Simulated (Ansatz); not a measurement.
Geometry relaxation, with input and output: HfN$_{4}$H$_{10}$O (part 1 of 2)

HfN$_{4}$H$_{10}$O, computed with RKS PBE/def2-SVP (Ansatz 0.2.0).

The input holds or restrains some coordinates. It belongs to a series of runs on one base structure; here: pulled along the bonds that form and break, towards end A. Figures and captions count atoms from 1; the log counts them from 0 in places.

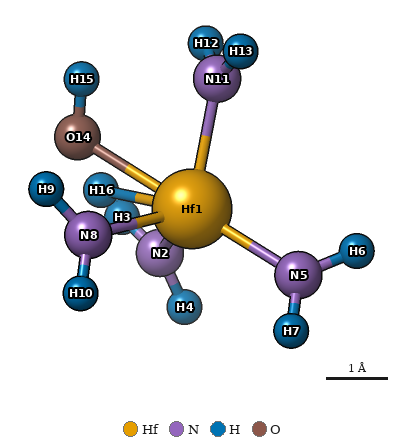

Fig. 1: The input geometry (ball-and-stick view, seen at a tilt; atoms are numbered from 1 in the order of the input). Sticks mark near contacts.

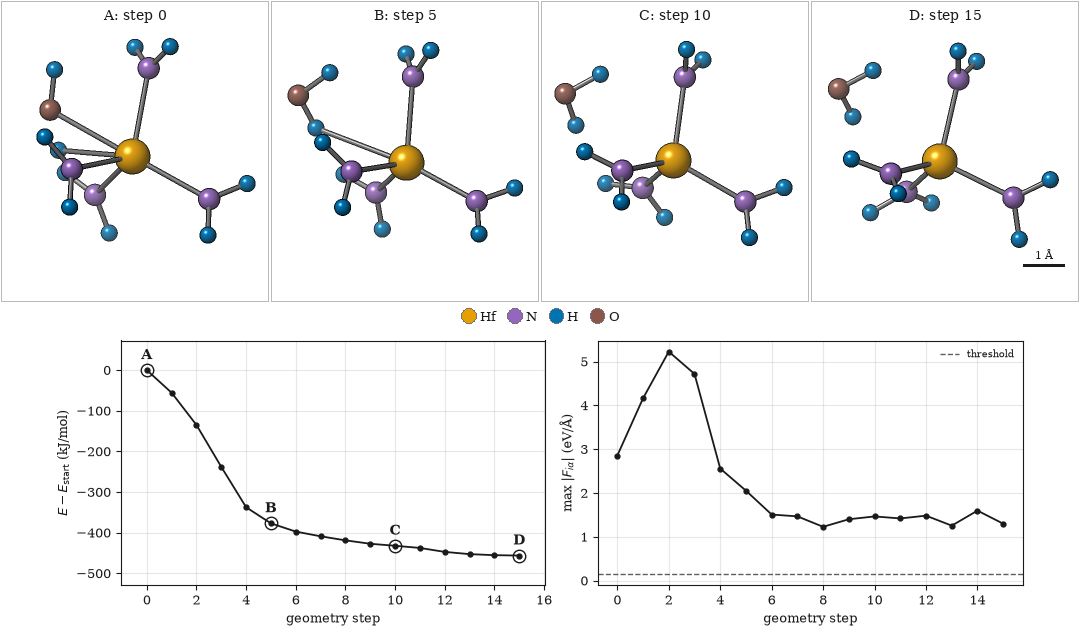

Fig. 2: Frames of the restrained relaxation (ball-and-stick view, seen at a tilt) above the curves, on which the letters mark them (the first geometry is step 0 here and step 1 in the log).

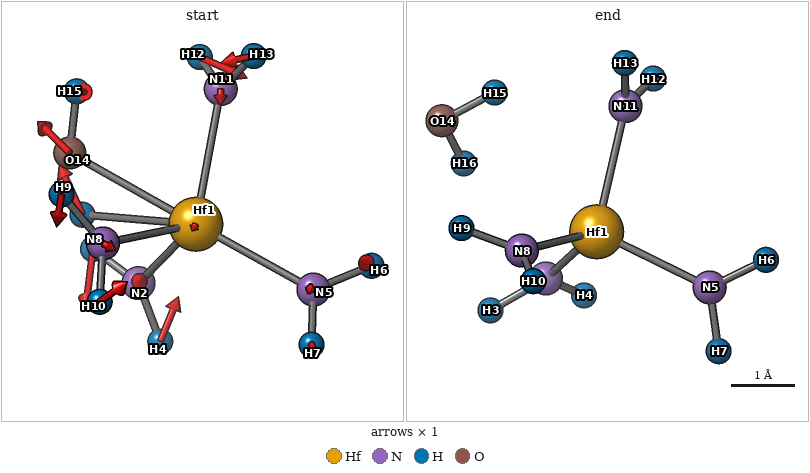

Fig. 3: Before (left) and after (right) the restrained relaxation, at one scale (ball-and-stick view, seen at a tilt). The red arrows give the displacements, at true length. The largest move after the best rigid fit is that of H3, 1.27 Å. By element the largest moves are H 1.27 Å, O 0.96 Å, N 0.38 Å, Hf 0.14 Å. Among the contacts that change: Hf1–O14 2.370 → 3.264 Å, Hf1–H16 2.447 → 3.001 Å, O14–H16 1.507 → 0.994 Å, Hf1–N2 2.560 → 2.171 Å. New bonds form: O14–H16 (1.51 → 0.99 Å). Bonds break: Hf1–O14 (2.37 → 3.26 Å). Among the angles that change: H3–N2–H4 120.0° → 107.2°, H12–N11–H13 120.0° → 107.9°, H9–N8–H10 120.0° → 108.6°. Over 15 geometry steps the energy falls by 456.2 kJ/mol. The largest force component goes from 2.9 to 1.3 eV/Å. (Atoms are counted from 1 in the order of the input.)

The input and output of the run follow.

**Input file**
```yaml
crystal:
  periodic: [false, false, false]
  atoms:
    - { symbol: Hf, position_ang: [0.0, 0.0, 0.0] }
    - { symbol: "N", position_ang: [0.0, 0.0, 2.56] }
    - { symbol: H, position_ang: [-0.877, -0.2713, 3.09] }
    - { symbol: H, position_ang: [0.877, 0.2713, 3.09] }
    - { symbol: "N", position_ang: [2.084, 0.0, -0.7359] }
    - { symbol: H, position_ang: [2.5823, -0.918, -0.9166] }
    - { symbol: H, position_ang: [2.5853, 0.918, -0.9082] }
    - { symbol: "N", position_ang: [-1.0409, 1.8034, -0.7359] }
    - { symbol: H, position_ang: [-2.061, 1.7482, -1.0186] }
    - { symbol: H, position_ang: [-0.5204, 2.7241, -0.8065] }
    - { symbol: "N", position_ang: [-1.0409, -1.8034, -0.7359] }
    - { symbol: H, position_ang: [-1.5759, -2.4197, -0.0595] }
    - { symbol: H, position_ang: [-1.0055, -2.0526, -1.7656] }
    - { symbol: O, position_ang: [-2.2491, 0.0072, 0.7473] }
    - { symbol: H, position_ang: [-2.796, -0.6214, 0.1765] }
    - { symbol: H, position_ang: [-1.4112, 0.0045, 1.9994] }
basis:
  gaussian: { orbitals: def2-SVP }
hamiltonian:
  xc: pbe
relax:
  f_tol: 0.15
  max_steps: 25
  restrain:
    - { distance: [0, 13], at: 3.27, k: 30.0 }
    - { distance: [15, 1], at: 2.26, k: 30.0 }
    - { distance: [0, 1], at: 2.21, k: 30.0 }
    - { distance: [15, 13], at: 1.01, k: 30.0 }
```

Launch command:
```bash
ansatz run input.yaml --threads 4 --pin off --max-ram 5120MiB --backend cpu --events-out ev --progress --plain --runs-dir out
```

**The program's output**
```
The last accepted step is kept in [file] (removed where the run ends without a failure and the disk answers)
Engine: ansatz 0.2.0, aarch64-unknown-linux-gnu
Functional definition: PBE
  parameter kappa = 0.804
  parameter beta = 0.06672455060314922
  exchange = pbe_x(kappa = kappa, mu = beta*pi^2/3)
  correlation = pbe_c(beta = beta)
1725 factors; their error is unknown
mean field evaluation 1: about -9424.2641 eV, gradient 1.3e2 eV
mean field evaluation 2: about -9092.1351 eV, gradient 3.4e2 eV
mean field evaluation 4: about -9454.9813 eV, gradient 5.4e1 eV
mean field evaluation 8: about -9461.2838 eV, gradient 8.2e-1 eV
mean field evaluation 16: about -9461.1800 eV, gradient 3.3e-2 eV
mean field -9461.18001803 eV, -347.6919526444 hartree, gradient 3.6e-5 eV, S^2 0.000000; 0 other end points of the search recorded, 0 dependent functions left out
the calculation of the forces begins
reference -9461.18010951 eV, -347.6919560064 hartree; 29, 29 occupied and 123, 123 virtual orbitals, 1725 factors
relax step   1: F+E_penalty+E_count = -9461.18001803 eV  Δ(F+E_penalty+E_count) = +0.000e0 eV  max|allowed force component| = 2.855e0 eV/Å  E_restraint = 25.93410903 eV  max|allowed force component, restraints' pulls added| = 2.953e1 eV/Å  Δτ_max = 0.0000 Å  (35 SCF iters, accepted)
  distance Hf 0 - O 13 = 2.3700 Å
  distance H 15 - N 1 = 1.5185 Å
  distance Hf 0 - N 1 = 2.5600 Å
  distance H 15 - O 13 = 1.5066 Å
these checks for a lower state are left out or cut short: starts, cluster_reference, orbital_swaps, neighbouring_geometries, increment
1725 factors; their error is unknown
mean field -9461.75697917 eV, -347.7131555751 hartree, gradient 1.3e-5 eV, S^2 0.000000; 0 other end points of the search recorded, 0 dependent functions left out
[... from here on the field's lines of each further geometry are left out, up to the last ...]
relax step   2: F+E_penalty+E_count = -9461.75697917 eV  Δ(F+E_penalty+E_count) = -5.770e-1 eV  max|allowed force component| = 4.162e0 eV/Å  E_restraint = 12.21296231 eV  max|allowed force component, restraints' pulls added| = 2.166e1 eV/Å  Δτ_max = 0.1972 Å  (37 SCF iters, accepted)
relax step   3: F+E_penalty+E_count = -9462.57893871 eV  Δ(F+E_penalty+E_count) = -8.220e-1 eV  max|allowed force component| = 5.228e0 eV/Å  E_restraint = 4.58035919 eV  max|allowed force component, restraints' pulls added| = 1.161e1 eV/Å  Δτ_max = 0.1948 Å  (38 SCF iters, accepted)
relax step   4: F+E_penalty+E_count = -9463.64765216 eV  Δ(F+E_penalty+E_count) = -1.069e0 eV  max|allowed force component| = 4.719e0 eV/Å  E_restraint = 0.97616830 eV  max|allowed force component, restraints' pulls added| = 7.444e0 eV/Å  Δτ_max = 0.1947 Å  (37 SCF iters, accepted)
relax step   5: F+E_penalty+E_count = -9464.67643217 eV  Δ(F+E_penalty+E_count) = -1.029e0 eV  max|allowed force component| = 2.559e0 eV/Å  E_restraint = 0.09385483 eV  max|allowed force component, restraints' pulls added| = 2.631e0 eV/Å  Δτ_max = 0.1948 Å  (36 SCF iters, accepted)
relax step   6: F+E_penalty+E_count = -9465.08640344 eV  Δ(F+E_penalty+E_count) = -4.100e-1 eV  max|allowed force component| = 2.054e0 eV/Å  E_restraint = 0.02848110 eV  max|allowed force component, restraints' pulls added| = 2.054e0 eV/Å  Δτ_max = 0.2000 Å  (36 SCF iters, accepted)
relax step   7: F+E_penalty+E_count = -9465.29652896 eV  Δ(F+E_penalty+E_count) = -2.101e-1 eV  max|allowed force component| = 1.509e0 eV/Å  E_restraint = 0.02381962 eV  max|allowed force component, restraints' pulls added| = 1.509e0 eV/Å  Δτ_max = 0.2000 Å  (36 SCF iters, accepted)
relax step   8: F+E_penalty+E_count = -9465.41654810 eV  Δ(F+E_penalty+E_count) = -1.200e-1 eV  max|allowed force component| = 1.468e0 eV/Å  E_restraint = 0.03057798 eV  max|allowed force component, restraints' pulls added| = 1.330e0 eV/Å  Δτ_max = 0.1949 Å  (37 SCF iters, accepted)
relax step   9: F+E_penalty+E_count = -9465.51960954 eV  Δ(F+E_penalty+E_count) = -1.031e-1 eV  max|allowed force component| = 1.229e0 eV/Å  E_restraint = 0.03284563 eV  max|allowed force component, restraints' pulls added| = 7.123e-1 eV/Å  Δτ_max = 0.1999 Å  (36 SCF iters, accepted)
relax step  10: F+E_penalty+E_count = -9465.60697193 eV  Δ(F+E_penalty+E_count) = -8.736e-2 eV  max|allowed force component| = 1.402e0 eV/Å  E_restraint = 0.03160532 eV  max|allowed force component, restraints' pulls added| = 2.774e-1 eV/Å  Δτ_max = 0.2000 Å  (34 SCF iters, accepted)
relax step  11: F+E_penalty+E_count = -9465.65811715 eV  Δ(F+E_penalty+E_count) = -5.115e-2 eV  max|allowed force component| = 1.466e0 eV/Å  E_restraint = 0.03151952 eV  max|allowed force component, restraints' pulls added| = 4.833e-1 eV/Å  Δτ_max = 0.1997 Å  (31 SCF iters, accepted)
relax step  12: F+E_penalty+E_count = -9465.71363030 eV  Δ(F+E_penalty+E_count) = -5.551e-2 eV  max|allowed force component| = 1.420e0 eV/Å  E_restraint = 0.03366233 eV  max|allowed force component, restraints' pulls added| = 8.218e-1 eV/Å  Δτ_max = 0.1952 Å  (30 SCF iters, accepted)
relax step  13: F+E_penalty+E_count = -9465.81415862 eV  Δ(F+E_penalty+E_count) = -1.005e-1 eV  max|allowed force component| = 1.484e0 eV/Å  E_restraint = 0.03233821 eV  max|allowed force component, restraints' pulls added| = 4.886e-1 eV/Å  Δτ_max = 0.2000 Å  (36 SCF iters, accepted)
relax step  14: F+E_penalty+E_count = -9465.87139007 eV  Δ(F+E_penalty+E_count) = -5.723e-2 eV  max|allowed force component| = 1.256e0 eV/Å  E_restraint = 0.02859292 eV  max|allowed force component, restraints' pulls added| = 2.470e-1 eV/Å  Δτ_max = 0.2000 Å  (35 SCF iters, accepted)
relax step  15: F+E_penalty+E_count = -9465.89763791 eV  Δ(F+E_penalty+E_count) = -2.625e-2 eV  max|allowed force component| = 1.599e0 eV/Å  E_restraint = 0.02848421 eV  max|allowed force component, restraints' pulls added| = 2.905e-1 eV/Å  Δτ_max = 0.2000 Å  (34 SCF iters, accepted)
the calculation of the forces begins
reference -9465.90785296 eV, -347.8656973734 hartree; 29, 29 occupied and 123, 123 virtual orbitals, 1725 factors
relax step  16: F+E_penalty+E_count = -9465.90775655 eV  Δ(F+E_penalty+E_count) = -1.012e-2 eV  max|allowed force component| = 1.300e0 eV/Å  E_restraint = 0.02756915 eV  max|allowed force component, restraints' pulls added| = 1.450e-1 eV/Å  Δτ_max = 0.1425 Å  (30 SCF iters, accepted)
  distance Hf 0 - O 13 = 3.2638 Å
  distance H 15 - N 1 = 2.2591 Å
  distance Hf 0 - N 1 = 2.1708 Å
  distance H 15 - O 13 = 0.9937 Å
1725 factors; their error is unknown
mean field evaluation 160: about -9465.9078 eV, gradient 3.6e-4 eV
mean field -9465.90775655 eV, -347.8656938305 hartree, gradient 2.1e-5 eV, S^2 0.000000; 1 other end points of the search recorded, 0 dependent functions left out
the calculation of the forces begins
reference -9465.90785296 eV, -347.8656973734 hartree; 29, 29 occupied and 123, 123 virtual orbitals, 1725 factors
Total energy: -9465.90785296 eV, -347.8656973734 hartree
Atom 0 at     0.024762     0.135385     0.032100 Å, force    -0.274372    -0.153734     1.300346 eV/Å
Atom 1 at    -0.047888     0.125082     2.201703 Å, force     0.052839     0.045418    -1.149679 eV/Å
Atom 2 at    -0.405698     0.883268     2.796242 Å, force     0.002691    -0.016528    -0.006957 eV/Å
Atom 3 at     0.627898    -0.408357     2.763914 Å, force    -0.031907    -0.005488     0.010486 eV/Å
Atom 4 at     1.966129    -0.029808    -0.580662 Å, force     0.144968     0.074929    -0.000322 eV/Å
Atom 5 at     2.373545    -0.690882    -1.253699 Å, force    -0.045608     0.078089     0.077465 eV/Å
Atom 6 at     2.723047     0.556711    -0.201430 Å, force    -0.030481    -0.065855    -0.049306 eV/Å
Atom 7 at    -0.782709     1.796245    -0.841339 Å, force    -0.002856     0.021020    -0.006738 eV/Å
Atom 8 at    -1.755895     2.068830    -0.648041 Å, force    -0.003810     0.001633    -0.010929 eV/Å
Atom 9 at    -0.372405     2.480556    -1.484730 Å, force    -0.014907     0.002201    -0.001126 eV/Å
Atom 10 at    -0.879732    -1.578447    -0.692620 Å, force    -0.050701    -0.048478    -0.061117 eV/Å
Atom 11 at    -0.779172    -2.525744    -0.306648 Å, force    -0.005198     0.015288    -0.018080 eV/Å
Atom 12 at    -1.356758    -1.656268    -1.599279 Å, force    -0.033020    -0.013626     0.034699 eV/Å
Atom 13 at    -2.955818    -0.366099     1.263687 Å, force     0.489092     0.080232     0.156694 eV/Å
Atom 14 at    -2.600728    -0.993991     0.592360 Å, force     0.012173    -0.028036    -0.002617 eV/Å
Atom 15 at    -2.227876    -0.406181     1.938942 Å, force    -0.208904     0.012935    -0.272818 eV/Å
Dipole moment:     0.535821    -0.101497    -0.155515 e Å
```

**Trajectory as extended XYZ (Å, eV, eV/Å), 16 frames, from step=1 to step=16**
```
16
Properties=species:S:1:pos:R:3:forces:R:3 step=1 energy=-9461.18002
Hf    0.0000    0.0000    0.0000   -2.5965   0.1061   0.0925
N     0.0000    0.0000    2.5600   -1.4375  -0.8433  -2.8546
H    -0.8770   -0.2713    3.0900    1.8476  -0.3536   1.3785
H     0.8770    0.2713    3.0900   -1.7799   0.1893  -0.1986
N     2.0840    0.0000   -0.7359   -1.7776   0.0891   0.7556
H     2.5823   -0.9180   -0.9166   -0.0598   1.6086   0.0218
H     2.5853    0.9180   -0.9082   -0.0200  -1.6257  -0.0576
N    -1.0409    1.8034   -0.7359    1.8208  -1.1348   0.2685
H    -2.0610    1.7482   -1.0186    1.5084   0.6187   0.5347
H    -0.5204    2.7241   -0.8065   -1.2002  -0.8879  -0.3576
N    -1.0409   -1.8034   -0.7359    1.2727   1.0581  -0.0748
H    -1.5759   -2.4197   -0.0595    0.6068   0.5519  -1.4257
H    -1.0055   -2.0526   -1.7656   -0.2171  -0.3435   1.5071
O    -2.2491    0.0072    0.7473    1.5011   0.3006   1.7561
H    -2.7960   -0.6214    0.1765    1.1053   0.0230   1.5025
H    -1.4112    0.0045    1.9994   -0.5741   0.6435  -2.8482
16
Properties=species:S:1:pos:R:3:forces:R:3 step=2 energy=-9461.75698
Hf    0.1276    0.0003    0.0255   -4.1621   0.0781   0.5449
N     0.0707   -0.0172    2.5116   -2.2597  -0.9673  -2.2974
H    -0.8425   -0.2691    3.0859    2.6140   0.3338  -0.3476
H     0.8747    0.2771    3.0910   -0.7502   0.1828   0.1921
N     2.0757    0.0006   -0.7313   -0.6283   0.1143   0.4453
H     2.5818   -0.9055   -0.9165   -0.0450   1.3398   0.0001
H     2.5854    0.9056   -0.9089    0.0046  -1.3446  -0.0789
N    -1.0238    1.7898   -0.7326    1.8617  -1.3979   0.3672
H    -2.0460    1.7517   -1.0126    1.5287   0.4186   0.5648
H    -0.5291    2.7173   -0.8096   -1.0210  -0.7400  -0.2643
N    -1.0272   -1.7912   -0.7336    1.2818   1.3767   0.3801
H    -1.5699   -2.4135   -0.0714    0.6588   0.5289  -1.2521
H    -1.0065   -2.0551   -1.7541   -0.1639  -0.2450   1.2866
O    -2.3668    0.0125    0.8682    1.9301   0.7905   2.1133
H    -2.7871   -0.6229    0.1909    1.5127  -0.0362   1.9339
H    -1.5665    0.0098    1.8779   -2.3622  -0.4324  -3.5880
16
Properties=species:S:1:pos:R:3:forces:R:3 step=3 energy=-9462.57894
Hf    0.2157   -0.0012    0.0535   -5.2276   0.0823   0.9004
N     0.1407   -0.0320    2.4566   -2.7737  -0.9201  -1.5931
H    -0.8048   -0.2594    3.0656    3.0309   0.6421  -1.3896
H     0.8745    0.2788    3.0955   -0.0482   0.1106   0.2971
N     2.0756    0.0019   -0.7277    0.3181   0.1149   0.1362
H     2.5827   -0.8932   -0.9172    0.0546   1.0186  -0.0452
H     2.5870    0.8938   -0.9106    0.1245  -0.9890  -0.1335
N    -1.0028    1.7725   -0.7282    1.7200  -1.4419   0.3818
H    -2.0273    1.7540   -1.0053    1.5342   0.2296   0.5875
H    -0.5387    2.7096   -0.8115   -0.8084  -0.6341  -0.1772
N    -1.0131   -1.7740   -0.7268    1.1783   1.4069   0.6078
H    -1.5614   -2.4073   -0.0837    0.6852   0.4830  -1.0541
H    -1.0074   -2.0560   -1.7400   -0.1000  -0.1041   1.1515
O    -2.4694    0.0259    0.9640    0.7973   0.3762   1.1015
H    -2.7658   -0.6236    0.2164    1.8413   0.4869   2.3047
H    -1.7346    0.0004    1.7799   -2.3266  -0.8617  -3.0756
```
